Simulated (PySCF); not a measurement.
## Electronic structure of C₂H₄F₂ in real space

```xyz
8

C    -0.7569   -0.1980    0.0173
C     0.6969    0.1711    0.0548
F     1.4116   -0.6634   -0.7363
F     0.8715    1.4288   -0.4164
H    -1.1146   -0.1529   -1.0212
H    -0.9011   -1.2165    0.4025
H    -1.3410    0.5025    0.6293
H     1.1329    0.1273    1.0696
```

Geometry: PBE0-D3(BJ)/def2-SVP.

The calculation used wB97X-D/def2-SVPD, SCF density, gas phase (PySCF).

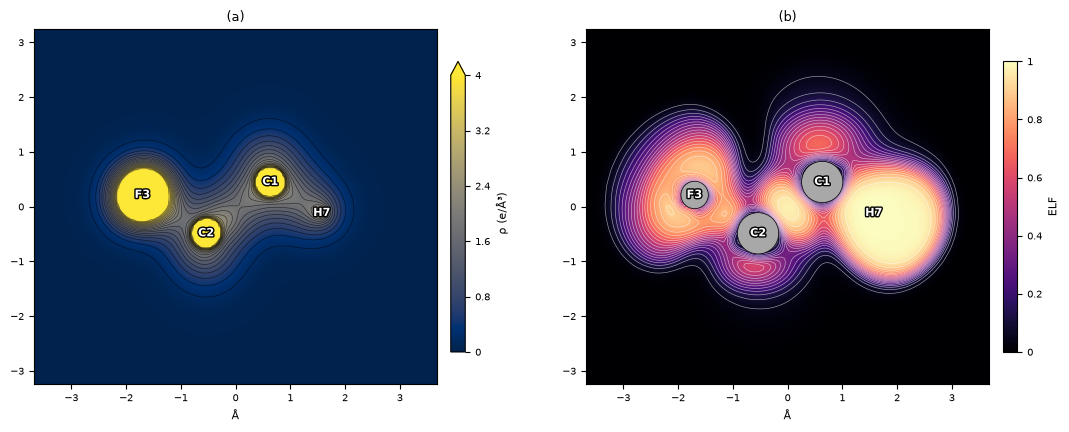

Figure 1. (a) electron density; (b) ELF on the plane of atoms C1, C2 and F3. Grey discs cover the atomic cores in the ELF map.

Q: Read the bonding off the picture.

A: The plane passes through C, F and H nuclei.
C–F (1.35 Å): the density is about 2.3 e/Å³ at the midpoint, with its minimum of 1.7 e/Å³ about 0.5 Å from C; the ELF peaks at about 0.85 between the atoms, as expected for a polar covalent bond.
C–C (1.50 Å): ρ at the midpoint is about 1.8 e/Å³; the ELF peaks at about 1 between the atoms, as expected for a shared electron pair.
C–H (1.10 Å): the density is about 1.9 e/Å³ at the midpoint; the ELF climbs to about 1 towards the hydrogen, as it does in any bond to H (an ordinary covalent bond to hydrogen).
The ELF also peaks beside F3, away from the bonds: lone-pair regions.

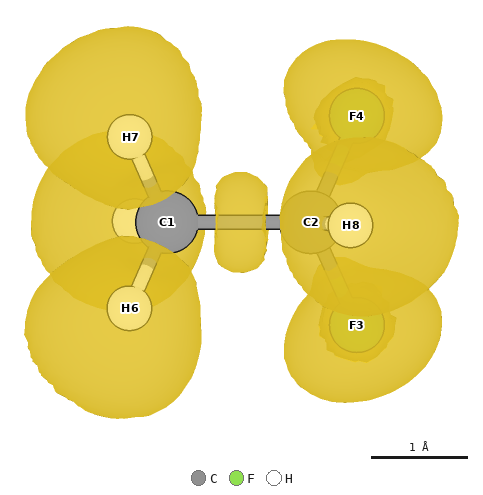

Figure 2. Isosurface of the electron localisation function at 0.75 (yellow), seen across its widest extent. Only the valence region is drawn (cores and ρ < 0.01 e/Å³ removed).

Q: What do the ELF domains correspond to?

A: At this value the surface marks out one region between bonded C–C atoms (shared pairs), four regions around hydrogen nuclei and two regions on F in which the atom's valence shell and bonds are merged.

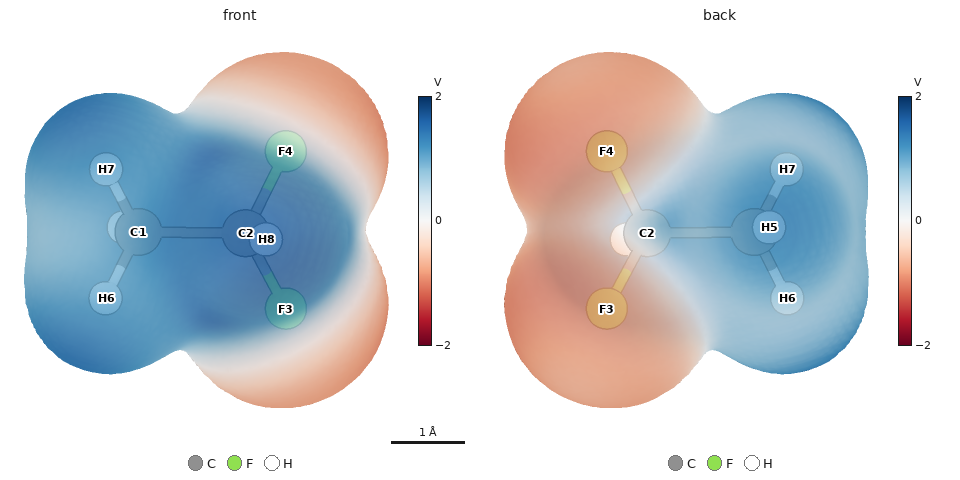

Figure 3. The molecular electrostatic potential painted on the density surface at 0.004 e/bohr³, seen from the front and from behind; red is negative and blue positive.

Q: Where is the surface potential most negative and most positive?

A: The most negative region (about −1.0 V, or −23 kcal/mol for a unit charge) lies over F3 and F4, the most positive (about +1.6 V, or +37 kcal/mol for a unit charge) over C2 and H8.
